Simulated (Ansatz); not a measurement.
**MP2/STO-3G run of C2HF (SMILES C#CF)**

What is the electronic atomisation energy of C2HF at MP2/STO-3G? 

The calculation is run with Ansatz 0.2.0.

49 further runs of the same task are left out: 5 that didn't finish, 44 set aside as unsound or not needed.

## Step 1: The structure to begin with

C2HF has 4 atoms, charge 0, and is taken as a singlet. SMILES: `C#CF`. The shape is that of a PBE0-D4/def2-TZVP optimisation.

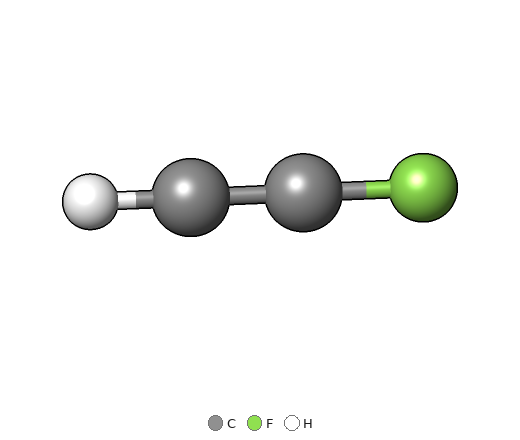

The structure, seen from a chosen angle (carbon grey, fluorine green, hydrogen white).

## Step 2: The energy at MP2/STO-3G

in.yaml reads:

```yaml
crystal:
  periodic: [false, false, false]
  atoms:
    - {symbol: C, position_ang: [-0.361030, 0.453110, -0.290220]}
    - {symbol: C, position_ang: [0.303270, -0.380840, 0.243810]}
    - {symbol: F, position_ang: [1.010600, -1.269010, 0.812300]}
    - {symbol: H, position_ang: [-0.952830, 1.196740, -0.765890]}
basis:
  gaussian:
    orbitals: STO-3G
correlation:
  method: mp2
  frozen_orbitals: {C: 1, F: 1, H: 0}
accuracy: high
```

On the command line:

```
$ ansatz run in.yaml --threads 1 --pin off --max-ram 3480MiB --events-out events.jsonl --progress --plain --runs-dir runs
```

The log of the run:

```text
Warning: RAYON_NUM_THREADS=1 ignored (pool sized by the plan → 1); use --threads N
Functional definition: HF
  name "HF"
  exchange = exact_x
  correlation = 0
270 factors; integrals over basis functions are off by at most 3.6e-8 eV
mean field evaluation 1: about -4714.5558 eV, gradient 2.0e1 eV
mean field evaluation 2: about -4714.5973 eV, gradient 2.0e1 eV
mean field evaluation 4: about -4715.7755 eV, gradient 2.5e0 eV
mean field evaluation 8: about -4715.8012 eV, gradient 2.6e-2 eV
mean field -4715.80120014 eV, -173.3024976203 hartree, gradient 1.5e-8 eV, S^2 0.000000; 0 other end points of the search recorded, 0 dependent functions left out
3 core orbitals not correlated: weight in the atoms' cores, before any rotation towards them, 1.000 or more for the frozen orbitals, at most 0.000 for the correlated occupied ones
reference -4715.80120014 eV, -173.3024976203 hartree; 8, 8 occupied and 5, 5 virtual orbitals, 270 factors
second order -4.37335299 eV of doubles, -0.00000000 eV of singles
Total energy: -4720.17455313 eV, -173.4632153782 hartree
```

Wall time 0.12 s (1 thread of Intel Xeon Platinum 8259CL at 2.50GHz (Skylake/Cascade Lake), shared host).

## Step 3: The C atom

molecule.yaml reads:

```yaml
basis:
  gaussian:
    orbitals: STO-3G
crystal:
  periodic: [false, false, false]
  atoms:
    - {symbol: C, position_ang: [0.000000, 0.000000, 0.000000]}
accuracy: high
correlation:
  method: mp2
  frozen_orbitals: {C: 1}
magnetization:
  spin_polarized: true
  initial_magnetization: 2
```

Run the same way, it converges to -37.20823 Eh (log not shown).

## Step 4: The F atom, same level

in.yaml reads:

```yaml
crystal:
  periodic: [false, false, false]
  atoms:
    - {symbol: F, position_ang: [0.000000, 0.000000, 0.000000]}
basis:
  gaussian:
    orbitals: STO-3G
magnetization:
  spin_polarized: true
  initial_magnetization: 1
correlation:
  method: mp2
  frozen_orbitals: {F: 1}
accuracy: high
```

Run the same way, it converges to -97.98651 Eh (log not shown).

## Step 5: The H atom: a single-point energy at UHF/STO-3G

run.yaml reads:

```yaml
crystal:
  periodic: [false, false, false]
  atoms:
    - {symbol: H, position_ang: [0.000000, 0.000000, 0.000000]}
basis:
  gaussian:
    orbitals: STO-3G
magnetization:
  spin_polarized: true
  initial_magnetization: 1
hamiltonian:
  xc: hf
accuracy: high
```

Run the same way, it converges to -0.46658 Eh (log not shown).

## Step 6: Outcome

At MP2/STO-3G, 3 core orbitals frozen:

| quantity | value |
| --- | --- |
| molecule: total energy | -173.46322 Eh |
| molecule: correlation energy (3 core orbitals frozen) | -160.7 mEh |
| C atom: total energy | -37.20823 Eh |
| C atom: correlation energy (1 core orbital frozen) | -9.8 mEh |
| C atom: ⟨S²⟩ of the reference determinant | 2.000 |
| F atom: total energy | -97.98651 Eh |
| F atom: correlation energy (1 core orbital frozen) | 0.0 mEh |
| F atom: ⟨S²⟩ of the reference determinant | 0.750 |
| H atom: total energy | -0.46658 Eh |
| H atom: ⟨S²⟩ | 0.750 |
| electronic atomisation energy | 16.154 eV |

**Reading.** Taking the molecule apart into free atoms costs 16.15 eV (1559 kJ/mol), before zero-point energy and without spin-orbit coupling. In a minimal basis such a difference can be off by several eV, whatever the method.
